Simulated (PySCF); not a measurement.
System: NaSe (doublet).

```xyz
2

Na    0.0000    0.0000   -2.0246
Se    0.0000    0.0000    0.5824
```

Theory: PBE0/def2-SVP, non-relativistic Hamiltonian with scalar-relativistic core potentials where named, at a bond length of 2.607 Å in PySCF 2.14.0.

Predict the electron density, electron localisation function and spin density between the atoms.

Answer. Na–Se (2.61 Å): the density is about 0.28 e/Å³ at the midpoint; the ELF peaks at about 0.85 in the valence shell of Se, 1.1 Å from its nucleus, and falls to about 0.10 next to Na; an ionic contact with no shared pair.
The unpaired spin (1 electron) lies mostly on Se2 (about 1.0), in electrons by Hirshfeld's partition.

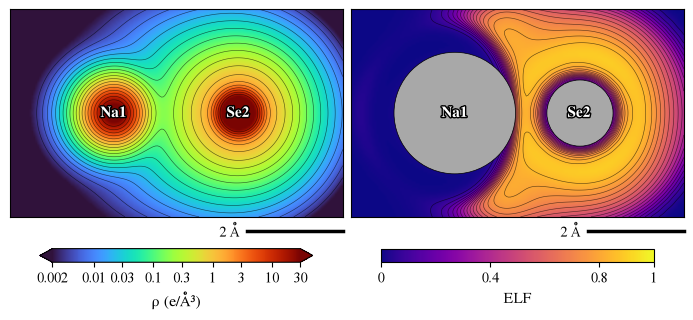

Computed electron density and electron localisation function on a plane that holds the molecular axis, in this order. Grey discs cover the atomic cores in the ELF map. 
